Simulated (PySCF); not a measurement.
C₂H₁₃NSi₃

```xyz
19

C    -0.1918    1.9761   -0.3267
Si   -0.6631    0.2195    0.2395
N    -1.9863    0.4714    1.3412
Si   -1.1092   -1.1627   -1.5742
C     0.7212   -0.5012    1.3449
Si    2.4283   -0.6736    0.5433
H    -1.0142    2.4570   -0.8479
H     0.0779    2.6072    0.5146
H     0.6542    1.9493   -1.0063
H    -2.3162   -0.3043    1.8929
H    -2.7719    1.0265    1.0424
H    -1.3973   -2.5482   -1.1767
H    -0.0193   -1.2388   -2.5516
H    -2.2947   -0.7389   -2.3339
H     0.4048   -1.4833    1.6990
H     0.8150    0.1208    2.2353
H     2.3462   -1.5606   -0.6212
H     3.3791   -1.2444    1.5047
H     2.9275    0.6374    0.1207
```

Geometry: GFN2-xTB.

Computed with PBE0/pcSseg-1, SCF density, gas phase, non-relativistic in PySCF.

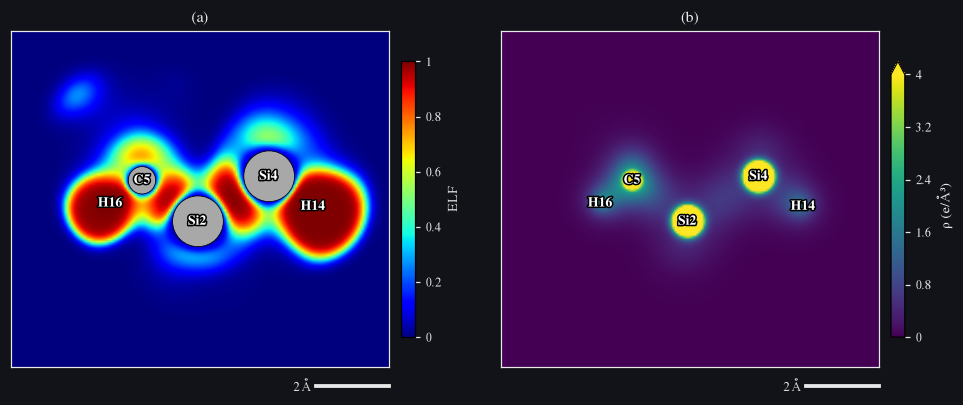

Figure 1. (a) electron localisation function; (b) electron density on the plane of atoms Si4, Si2 and C5. Grey discs cover the atomic cores in the ELF map.

What does the map show?

Answer. The plane passes through Si, C and H nuclei. C–Si (1.91 Å): the density is about 0.88 e/Å³ at the midpoint; the ELF peaks at about 0.95 between the atoms, as expected for a shared electron pair. Si–Si (2.32 Å): ρ at the midpoint is about 0.67 e/Å³; the ELF peaks at about 1 between the atoms (a covalent bond). C–H (1.09 Å): ρ is about 1.9 e/Å³ halfway; the ELF climbs to about 1 towards the hydrogen, as it does in any bond to H: a covalent bond by its length. Si–H (1.47 Å): ρ at the midpoint is about 0.78 e/Å³; the ELF climbs to about 1 towards the hydrogen.

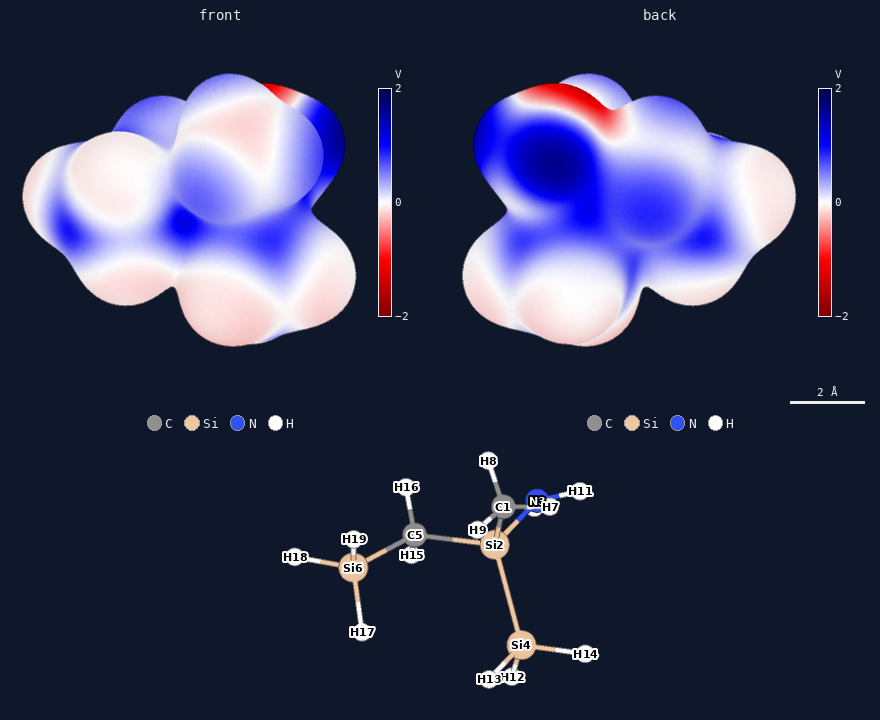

Figure 2. The electrostatic potential painted on the density surface at 0.002 e/bohr³, seen from the front and from behind; red is negative and blue positive. The bare structure is drawn below in the same view.

Where is the surface potential most negative and most positive?

Answer. The most negative region (about −1.3 V) lies over N3, the most positive (about +1.6 V) over H10 and H11. N3 is the likeliest acceptor of a hydrogen bond.

What dipole moment does the calculation give?

Answer. Its dipole moment is 1.57 D.
